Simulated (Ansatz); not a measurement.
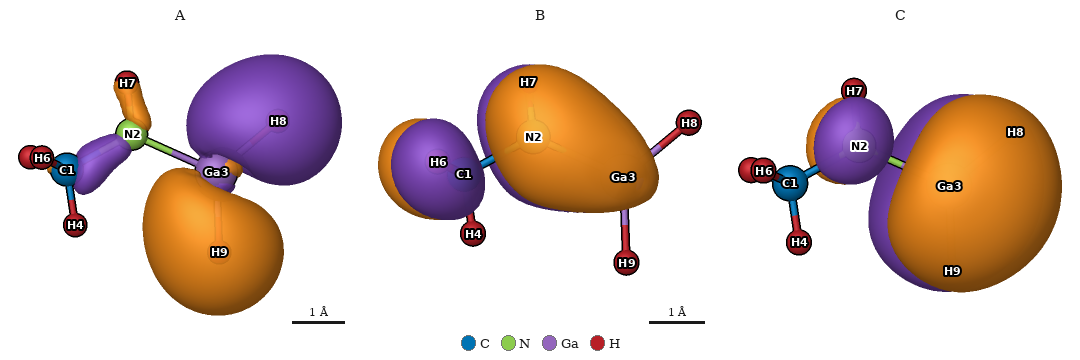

Figure 1: CH6GaN. Three frontier orbitals at ±0.08 Å⁻³ᐟ² (orange and purple are the two phases), in no order.

Geometry: PBE0-D4/def2-TZVP.

The calculation used RKS PBE0-D4/def2-TZVPP in Ansatz.

```xyz
9

C    -0.4227    0.9935   -0.6834
N     0.4513   -0.0997   -0.3318
Ga    0.2970   -1.2363    1.0744
H    -1.2390    1.0618    0.0395
H    -0.8759    0.8639   -1.6741
H     0.0957    1.9605   -0.6806
H     1.2247   -0.2083   -0.9690
H     1.3973   -2.3349    1.2106
H    -0.9283   -1.0006    2.0144
```

### Which picture is the HOMO−1, the HOMO and the LUMO?

A is the HOMO−1 (−8.45 eV). By Hirshfeld shares it lies mainly on Ga3 (about 40 %), H8 (about 30 %) and H9 (about 30 %). B is the HOMO (−6.73 eV). Its weight (Hirshfeld) is mainly on N2 (about 60 %), Ga3 (about 15 %) and C1 (about 10 %). C is the LUMO (−0.75 eV). It lies mainly on Ga3 (about 75 %) and N2 (about 10 %).

### What is the HOMO–LUMO gap?

5.98 eV between the orbital energies.
